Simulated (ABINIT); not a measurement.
# A GW chain in ABINIT: SrIBr (Pnma)

Wanted: ground state, empty states, screening and self-energy for SrIBr (Pnma).

Main program and level: ABINIT 10.8.3; LDA and many-body steps on it, plane waves.

### Step 1. The starting structure

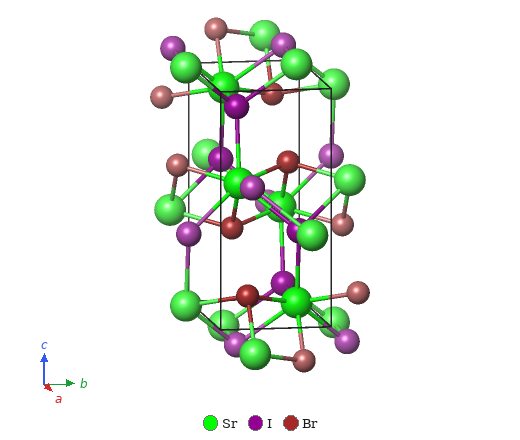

The cell as given, slightly off an axis (strontium green, iodine purple, bromine red). Some periodic images of atoms are drawn too.

The cell and positions are those that the Materials Project relaxed with its own functionals (PBE, PBE+U or r2SCAN), kept fixed. Spin-orbit coupling is left out unless a step names it.

### Step 2. Ground state

This step: ABINIT 10.8.3; DFT, LDA, plane waves, norm-conserving pseudopotentials.

The ground-state density comes first.

Input file run.abi:

```
acell 3*1.0 Angstrom
rprim 
  8.169106000000 0.000000000000 0.000000000000
  0.000000000000 5.131914000000 0.000000000000
  0.000000000000 0.000000000000 11.030852000000
ntypat 3
znucl 38 53 35
natom 12
typat 1 1 1 1 2 2 2 2 3 3 3 3
xred 
  0.280131000000 0.750000000000 0.421100000000
  0.780131000000 0.750000000000 0.078900000000
  0.719869000000 0.250000000000 0.578900000000
  0.219869000000 0.250000000000 0.921100000000
  0.367160000000 0.750000000000 0.109521000000
  0.867160000000 0.750000000000 0.390479000000
  0.632840000000 0.250000000000 0.890479000000
  0.132840000000 0.250000000000 0.609521000000
  0.517796000000 0.750000000000 0.637160000000
  0.017796000000 0.750000000000 0.862840000000
  0.482204000000 0.250000000000 0.362840000000
  0.982204000000 0.250000000000 0.137160000000
pp_dirpath "pseudos"
pseudos "Sr.upf, I.upf, Br.upf"
ecut 31
ngkpt 2 4 2
nshiftk 1
shiftk 0 0 0
kptopt 1
chksymbreak 0
nband 58
occopt 1
tolvrs 1e-08
nstep 60
prtwf 0
optforces 0
optstress 0
indata_prefix "in"
outdata_prefix "out"
tmpdata_prefix "tmp"
```

The run is started by

```sh
OMP_NUM_THREADS=1 mpirun -n 4 abinit run.abi > log
```

Numbers of over 12 decimals in the logs are rounded to 6 here.

Log:

```text
.Version 10.8.3 of ABINIT. v10.8.2 released Aug 2026.

 Symmetries : space group Pn m a (# 62); Bravais oP (primitive ortho.)
================================================================================
 Values of the parameters that define the memory need of the present run
     intxc =       0    ionmov =       0      iscf =       7    lmnmax =       6
     lnmax =       6     mgfft =     108  mpssoang =       3    mqgrid =    5225
     natom =      12  nloc_mem =       1    nspden =       1   nspinor =       1
    nsppol =       1      nsym =       8    n1xccc =    2501    ntypat =       3
    occopt =       1   xclevel =       1
-    mband =          58        mffmem =           1         mkmem =           3
       mpw =       25732          nfft =      432000          nkpt =          12
================================================================================
  Rough estimation (10% accuracy) of disk space for files :
================================================================================

--------------------------------------------------------------------------------
------------- Echo of variables that govern the present computation ------------
--------------------------------------------------------------------------------
 -outvars: echo values of preprocessed input variables --------
            acell      1.8897261259E+00  1.8897261259E+00  1.8897261259E+00 Bohr

      chksymbreak           0
             ecut      3.10000000E+01 Hartree
-          fftalg         312

              ixc       -1012
              kpt      0.00000000E+00  0.00000000E+00  0.00000000E+00
                       5.00000000E-01  0.00000000E+00  0.00000000E+00
                       0.00000000E+00  2.50000000E-01  0.00000000E+00
                       5.00000000E-01  2.50000000E-01  0.00000000E+00
                       0.00000000E+00  5.00000000E-01  0.00000000E+00
                       5.00000000E-01  5.00000000E-01  0.00000000E+00
                       0.00000000E+00  0.00000000E+00  5.00000000E-01
                       5.00000000E-01  0.00000000E+00  5.00000000E-01
                       0.00000000E+00  2.50000000E-01  5.00000000E-01
                       5.00000000E-01  2.50000000E-01  5.00000000E-01
                       0.00000000E+00  5.00000000E-01  5.00000000E-01
[...]
kptrlatt        2    0    0      0    4    0      0    0    2
          kptrlen      3.08747461E+01
P           mkmem           3
            natom          12
            nband          58
            ngfft          80      50     108
             nkpt          12
            nstep          60
             nsym           8
           ntypat           3
              occ      2.000000  2.000000  2.000000  2.000000  2.000000  2.000000
                       2.000000  2.000000  2.000000  2.000000  2.000000  2.000000
                       2.000000  2.000000  2.000000  2.000000  2.000000  2.000000
                       2.000000  2.000000  2.000000  2.000000  2.000000  2.000000
                       2.000000  2.000000  2.000000  2.000000  2.000000  2.000000
                       2.000000  2.000000  2.000000  2.000000  2.000000  2.000000
                       2.000000  2.000000  2.000000  2.000000  2.000000  2.000000
                       2.000000  2.000000  2.000000  2.000000  2.000000  2.000000
                       0.000000  0.000000  0.000000  0.000000  0.000000  0.000000
                       0.000000  0.000000  0.000000  0.000000
        optforces           0
        optstress           0
            prtwf           0
            rprim      8.1691060000E+00  0.0000000000E+00  0.0000000000E+00
[...]
spgroup          62

           tolvrs      1.00000000E-08

             xred      2.8013100000E-01  7.5000000000E-01  4.2110000000E-01
[...]
znucl       38.00000   53.00000   35.00000

================================================================================

 chkinp: Checking input parameters for consistency.

================================================================================
== DATASET  1 ==================================================================
-   mpi_nproc: 4, omp_nthreads: 1 (-1 if OMP is not activated)

--- !DatasetInfo
iteration_state: {dtset: 1, }
dimensions: {natom: 12, nkpt: 12, mband: 58, nsppol: 1, nspinor: 1, nspden: 1, mpw: 25732, }
cutoff_energies: {ecut:  31.0, pawecutdg:  -1.0, }
electrons: {nelect:   9.60000000E+01, charge:   0.00000000E+00, occopt:   1.00000000E+00, tsmear:   1.00000000E-02, }

 Real(R)+Recip(G) space primitive vectors, cartesian coordinates (Bohr,Bohr^-1):
 R(1)= 15.4373730  0.0000000  0.0000000  G(1)=  0.0647779  0.0000000  0.0000000
 R(2)=  0.0000000  9.6979120  0.0000000  G(2)=  0.0000000  0.1031150  0.0000000
 R(3)=  0.0000000  0.0000000 20.8452892  G(3)=  0.0000000  0.0000000  0.0479725
 Unit cell volume ucvol=  3.1207542E+03 bohr^3
 Angles (23,13,12)=  9.00000000E+01  9.00000000E+01  9.00000000E+01 degrees

 getcut: wavevector=  0.0000  0.0000  0.0000  ngfft=  80  50 108
         ecut(hartree)=     31.000   => boxcut(ratio)=   2.05705

--- Pseudopotential description ------------------------------------------------
- Sr Generated using ONCVPSP code by D. R. Hamann
- 38.00000  10.00000  180309                  znucl, zion, pspdat
[...]
nproj     2     2     2
  pspatm : epsatm=   10.24179696
         --- l  ekb(1:nproj) -->
[...]
pspatm: atomic psp has been read  and splines computed

   1.52253984E+04                                ecore*ucvol(ha*bohr**3)
--------------------------------------------------------------------------------

_setup2: Arith. and geom. avg. npw (full set) are   25728.313   25728.299

================================================================================

--- !BeginCycle
iteration_state: {dtset: 1, }
solver: {iscf: 7, nstep: 60, nline: 4, wfoptalg: 0, }
tolerances: {tolvrs: 1.00E-08, }

     iter   Etot(hartree)      deltaE(h)  residm     vres2
 ETOT  1  -252.98003503907    -2.530E+02 4.353E-02 2.660E+02
 ETOT  2  -253.09672722644    -1.167E-01 7.332E-03 1.827E+01
 ETOT  3  -253.09873418917    -2.007E-03 2.409E-03 6.097E+00
 ETOT  4  -253.09898209587    -2.479E-04 1.553E-03 7.437E-01
 ETOT  5  -253.09901196412    -2.987E-05 1.067E-03 4.680E-02
 ETOT  6  -253.09901369896    -1.735E-06 7.486E-04 2.534E-03
 ETOT  7  -253.09901383101    -1.320E-07 4.905E-04 1.395E-04
 ETOT  8  -253.09901384038    -9.368E-09 1.085E-03 1.083E-05
 ETOT  9  -253.09901384095    -5.766E-10 4.915E-04 2.500E-07
 ETOT 10  -253.09901384097    -1.808E-11 4.875E-04 1.001E-08
 ETOT 11  -253.09901384100    -2.535E-11 1.505E-04 1.184E-09

 At SCF step   11       vres2   =  1.18E-09 < tolvrs=  1.00E-08 =>converged.

--- !ResultsGS
iteration_state: {dtset: 1, }
comment   : Summary of ground state results
lattice_vectors:
- [ 15.4373730,   0.0000000,   0.0000000, ]
- [  0.0000000,   9.6979120,   0.0000000, ]
- [  0.0000000,   0.0000000,  20.8452892, ]
lattice_lengths: [  15.43737,    9.69791,   20.84529, ]
lattice_angles: [ 90.000,  90.000,  90.000, ] # degrees, (23, 13, 12)
lattice_volume:   3.1207542E+03
convergence: {deltae: -2.535E-11, res2:  1.184E-09, residm:  1.505E-04, diffor:  0.000E+00, }
etotal    :  -2.53099014E+02
entropy   :   0.00000000E+00
fermie    :   5.40515747E-02
cartesian_stress_tensor: null
pressure_GPa: null
xred      :
- [  2.8013E-01,   7.5000E-01,   4.2110E-01, Sr]
- [  7.8013E-01,   7.5000E-01,   7.8900E-02, Sr]
- [  7.1987E-01,   2.5000E-01,   5.7890E-01, Sr]
- [  2.1987E-01,   2.5000E-01,   9.2110E-01, Sr]
- [  3.6716E-01,   7.5000E-01,   1.0952E-01,  I]
- [  8.6716E-01,   7.5000E-01,   3.9048E-01,  I]
- [  6.3284E-01,   2.5000E-01,   8.9048E-01,  I]
- [  1.3284E-01,   2.5000E-01,   6.0952E-01,  I]
- [  5.1780E-01,   7.5000E-01,   6.3716E-01, Br]
- [  1.7796E-02,   7.5000E-01,   8.6284E-01, Br]
- [  4.8220E-01,   2.5000E-01,   3.6284E-01, Br]
- [  9.8220E-01,   2.5000E-01,   1.3716E-01, Br]
cartesian_forces: null
force_length_stats: {min: null, max: null, mean: null, }

 Integrated electronic density in atomic spheres:
 ------------------------------------------------
 Atom  Sphere_radius  Integrated_density
[...]
================================================================================

 ----iterations are completed or convergence reached----

 Mean square residual over all n,k,spin=   16.371E-07; max=  15.053E-05
 reduced coordinates (array xred) for   12 atoms
[...]
0.132840000000      0.250000000000      0.609521000000
       0.517796000000      0.750000000000      0.637160000000
       0.017796000000      0.750000000000      0.862840000000
       0.482204000000      0.250000000000      0.362840000000
       0.982204000000      0.250000000000      0.137160000000
 rms dE/dt=  0.0000E+00; max dE/dt=  0.0000E+00; dE/dt below (all hartree)
    1       0.000000000000      0.000000000000      0.000000000000
    2       0.000000000000      0.000000000000      0.000000000000
    3       0.000000000000      0.000000000000      0.000000000000
    4       0.000000000000      0.000000000000      0.000000000000
    5       0.000000000000      0.000000000000      0.000000000000
    6       0.000000000000      0.000000000000      0.000000000000
    7       0.000000000000      0.000000000000      0.000000000000
    8       0.000000000000      0.000000000000      0.000000000000
    9       0.000000000000      0.000000000000      0.000000000000
[...]
cartesian coordinates (angstrom) at end:
[...]
8      1.085184     1.282979     6.723536
    9      4.229930     3.848936     7.028418
   10      0.145377     3.848936     9.517860
   11      3.939176     1.282979     4.002434
   12      8.023729     1.282979     1.512992
 length scales=  1.889726125908  1.889726125908  1.889726125908 bohr
              =  1.000000000000  1.000000000000  1.000000000000 angstroms
 prteigrs : about to open file out_EIG
 Fermi (or HOMO) energy (hartree) =   0.05405   Average Vxc (hartree)=  -0.31152
 Eigenvalues (hartree) for nkpt=  12  k points:
 kpt#   1, nband= 58, wtk=  0.06250, kpt=  0.0000  0.0000  0.0000 (reduced coord)
  -1.19360   -1.19359   -1.19353   -1.19353   -0.53615   -0.53586   -0.53443   -0.53373
  -0.53323   -0.53272   -0.53260   -0.53254   -0.53221   -0.53209   -0.53205   -0.53204
  -0.43167   -0.42953   -0.42729   -0.42672   -0.34674   -0.34573   -0.33981   -0.33918
  -0.03363   -0.02609   -0.02486   -0.02404   -0.01707   -0.01278   -0.00917   -0.00756
  -0.00478   -0.00011    0.00667    0.00871    0.01130    0.01139    0.01941    0.02120
   0.02575    0.03960    0.04094    0.04413    0.04507    0.04531    0.05071    0.05405
   0.18547    0.20399    0.21501    0.21875    0.22843    0.23288    0.23944    0.24013
   0.25473    0.25526
 prteigrs : prtvol=0 or 1, do not print more k-points.

--- !EnergyTerms
iteration_state     : {dtset: 1, }
comment             : Components of total free energy in Hartree
kinetic             :  6.65844779009069E+01
hartree             :  4.26622815668185E+01
xc                  : -6.99571358185254E+01
Ewald energy        : -1.69555112599267E+02
psp_core            :  4.87875606246959E+00
local_psp           : -1.65729290370331E+02
non_local_psp       :  3.80170094169317E+01
total_energy        : -2.53099013840997E+02
total_energy_eV     : -6.88717502410427E+03
band_energy         : -2.80491163717651E+01

== END DATASET(S) ==============================================================
================================================================================

 -outvars: echo values of variables after computation  --------
           etotal     -2.5309901384E+02
            nband          58
             nkpt          12
          spgroup          62
 [... the other variables as echoed above ...]

 Calculation completed.
```

Elapsed: 2.7 min, on 4 MPI ranks of Arm Neoverse V2, shared host; peak memory 0.93 GiB; 11 min of CPU time.

This step gave:

| Item | Value |
| --- | --- |
| total energy | -6887.1750 eV |
| gap | 3.576 eV |
| k of the valence top | 0, 0, 0 |
| k of the conduction bottom | 0, 0, 0 |
| least direct gap | 3.576 eV |

The gap is direct, at Γ.

### Step 3. Empty states on the mesh, 2×2×1 mesh, 326 bands

The sums over transitions need many empty states on a uniform mesh; this step solves for them.

Edit run.abi of step 2 so:

```diff
@@ -25,3 +25,3 @@
 ecut 31
-ngkpt 2 4 2
+ngkpt 2 2 1
 nshiftk 1
@@ -30,9 +30,10 @@
 chksymbreak 0
-nband 58
-occopt 1
-tolvrs 1e-08
+iscf -2
+irdden 1
+istwfk *1
+nband 326
+nbdbuf 28
+tolwfr 1e-09
 nstep 60
-prtwf 0
-optforces 0
-optstress 0
+prtvol 0
 indata_prefix "in"
```

Log:

```text
.Version 10.8.3 of ABINIT. v10.8.2 released Aug 2026.

 Symmetries : space group Pn m a (# 62); Bravais oP (primitive ortho.)
[... echo of the input left out ...]
== DATASET  1 ==================================================================
-   mpi_nproc: 4, omp_nthreads: 1 (-1 if OMP is not activated)

--- !DatasetInfo
iteration_state: {dtset: 1, }
dimensions: {natom: 12, nkpt: 4, mband: 326, nsppol: 1, nspinor: 1, nspden: 1, mpw: 25776, }
cutoff_energies: {ecut:  31.0, pawecutdg:  -1.0, }
electrons: {nelect:   9.60000000E+01, charge:   0.00000000E+00, occopt:   1.00000000E+00, tsmear:   1.00000000E-02, }

 Real(R)+Recip(G) space primitive vectors, cartesian coordinates (Bohr,Bohr^-1):
 R(1)= 15.4373730  0.0000000  0.0000000  G(1)=  0.0647779  0.0000000  0.0000000
 R(2)=  0.0000000  9.6979120  0.0000000  G(2)=  0.0000000  0.1031150  0.0000000
 R(3)=  0.0000000  0.0000000 20.8452892  G(3)=  0.0000000  0.0000000  0.0479725
 Unit cell volume ucvol=  3.1207542E+03 bohr^3
 Angles (23,13,12)=  9.00000000E+01  9.00000000E+01  9.00000000E+01 degrees

 getcut: wavevector=  0.0000  0.0000  0.0000  ngfft=  80  50 108
         ecut(hartree)=     31.000   => boxcut(ratio)=   2.05705

--- Pseudopotential description ------------------------------------------------
- Sr Generated using ONCVPSP code by D. R. Hamann
- 38.00000  10.00000  180309                  znucl, zion, pspdat
12 -1012 2 -1 1812                            pspcod,pspxc,lmax,lloc,mmax
     nproj     2     2     2
  pspatm : epsatm=   12.22067766
         --- l  ekb(1:nproj) -->
             0   10.067142    1.054393
             1    7.520551    1.675795
             2    4.085003    0.971115
 pspatm: atomic psp has been read  and splines computed

- I Generated using ONCVPSP code by D. R. Hamann
- 53.00000   7.00000  180309                  znucl, zion, pspdat
12 -1012 2 -1 1182                            pspcod,pspxc,lmax,lloc,mmax
     nproj     2     2     2
  pspatm : epsatm=   17.18700033
         --- l  ekb(1:nproj) -->
[...]
pspatm: atomic psp has been read  and splines computed

- Br Generated using ONCVPSP code by D. R. Hamann
- 35.00000   7.00000  180309                  znucl, zion, pspdat
12 -1012 2 -1 1084                            pspcod,pspxc,lmax,lloc,mmax
     nproj     2     2     2
  pspatm : epsatm=   10.24179696
         --- l  ekb(1:nproj) -->
[...]
pspatm: atomic psp has been read  and splines computed

--------------------------------------------------------------------------------

================================================================================
 prteigrs : about to open file out_EIG
 Non-SCF case, kpt    1 (  0.00000  0.00000  0.00000), residuals and eigenvalues=
  2.24E-10  3.77E-10  7.40E-10  2.45E-10  3.36E-10  3.30E-10  9.05E-10  8.23E-10
  8.93E-10  8.11E-10  3.10E-10  3.08E-10  8.94E-10  2.78E-10  9.78E-10  9.62E-10
[...]
-1.1936E+00 -1.1936E+00 -1.1935E+00 -1.1935E+00 -5.3615E-01 -5.3586E-01
 -5.3443E-01 -5.3373E-01 -5.3323E-01 -5.3272E-01 -5.3260E-01 -5.3254E-01
[...]
1.4161E+00  1.4170E+00  1.4226E+00  1.4235E+00  1.4251E+00  1.4295E+00
  1.4305E+00  1.4347E+00
 prteigrs : prtvol=0 or 1, do not print more k-points.

--- !ResultsGS
iteration_state: {dtset: 1, }
comment   : Summary of ground state results
lattice_vectors:
- [ 15.4373730,   0.0000000,   0.0000000, ]
- [  0.0000000,   9.6979120,   0.0000000, ]
- [  0.0000000,   0.0000000,  20.8452892, ]
lattice_lengths: [  15.43737,    9.69791,   20.84529, ]
lattice_angles: [ 90.000,  90.000,  90.000, ] # degrees, (23, 13, 12)
lattice_volume:   3.1207542E+03
convergence: {deltae:  0.000E+00, res2:  0.000E+00, residm:  9.964E-10, diffor:  0.000E+00, }
etotal    :  -2.53099014E+02
entropy   :   0.00000000E+00
fermie    :   5.40515747E-02
cartesian_stress_tensor: null
pressure_GPa: null
xred      :
- [  2.8013E-01,   7.5000E-01,   4.2110E-01, Sr]
- [  7.8013E-01,   7.5000E-01,   7.8900E-02, Sr]
- [  7.1987E-01,   2.5000E-01,   5.7890E-01, Sr]
- [  2.1987E-01,   2.5000E-01,   9.2110E-01, Sr]
- [  3.6716E-01,   7.5000E-01,   1.0952E-01,  I]
- [  8.6716E-01,   7.5000E-01,   3.9048E-01,  I]
- [  6.3284E-01,   2.5000E-01,   8.9048E-01,  I]
- [  1.3284E-01,   2.5000E-01,   6.0952E-01,  I]
- [  5.1780E-01,   7.5000E-01,   6.3716E-01, Br]
- [  1.7796E-02,   7.5000E-01,   8.6284E-01, Br]
- [  4.8220E-01,   2.5000E-01,   3.6284E-01, Br]
- [  9.8220E-01,   2.5000E-01,   1.3716E-01, Br]
cartesian_forces: null
force_length_stats: {min: null, max: null, mean: null, }

 Integrated electronic density in atomic spheres:
 ------------------------------------------------
 Atom  Sphere_radius  Integrated_density
[...]
================================================================================

 ----iterations are completed or convergence reached----

 Mean square residual over all n,k,spin=   52.541E-11; max=  99.637E-11
 reduced coordinates (array xred) for   12 atoms
[...]
0.482204000000      0.250000000000      0.362840000000
       0.982204000000      0.250000000000      0.137160000000

 cartesian coordinates (angstrom) at end:
    1      2.288420     3.848936     4.645092
    2      6.372973     3.848936     0.870334
    3      5.880686     1.282979     6.385760
[...]
11      3.939176     1.282979     4.002434
   12      8.023729     1.282979     1.512992
 length scales=  1.889726125908  1.889726125908  1.889726125908 bohr
              =  1.000000000000  1.000000000000  1.000000000000 angstroms
 prteigrs : about to open file out_EIG
 Eigenvalues (hartree) for nkpt=   4  k points:
 kpt#   1, nband=326, wtk=  0.25000, kpt=  0.0000  0.0000  0.0000 (reduced coord)
[...]
1.36895    1.37211    1.37230    1.37260    1.37807    1.38370    1.38627    1.39155
   1.39265    1.39548    1.39845    1.40792    1.40992    1.41029    1.41613    1.41700
   1.42265    1.42350    1.42513    1.42946    1.43052    1.43470
 prteigrs : prtvol=0 or 1, do not print more k-points.

== END DATASET(S) ==============================================================
================================================================================

 -outvars: echo values of variables after computation  --------
            nband         326
             nkpt           4
          spgroup          62
 [... the other variables as echoed above ...]

 Calculation completed.
```

The job ended after 8.5 min (4 MPI ranks; peak memory 1.1 GiB; 34 min of CPU time).

This step gave:

| Property | Result |
| --- | --- |
| gap | 3.576 eV |
| k of the valence top | 0, 0, 0 |
| k of the conduction bottom | 0, 0, 0 |
| least direct gap | 3.576 eV |
| k points computed | 4 |
| lowest point of the top converged band, above the valence top | 34.67 eV |

On this mesh the gap is 3.576 eV.

(Continued in part 2 of 2.)

[Paths, hosts, dates, memory and timing lines, banners, echoed tables and standing remarks are left out of the program output.]

[Logs are printed without paths, hosts, clocks, repeated set-up lines and the standing remarks that a program may print on its own settings, such as how far it seeks lower states.]

[Runs of the session that timed out or met a known fault of the program may be left out.]

[Hosts, paths, dates, database ids (printed as entryN), source tags and the programs' standing remarks are cut or masked in the printed files.]

[G0W0 gaps are taken among the corrected bands and points alone; a level outside them can change the order at an edge.]

[Where Ansatz stands beside ABINIT at settings called matched, ABINIT's density can come from a denser mesh and the files from another edition; pairs whose starting gaps differed by over 0.03 eV were left out, so agreement reads better than it is.]
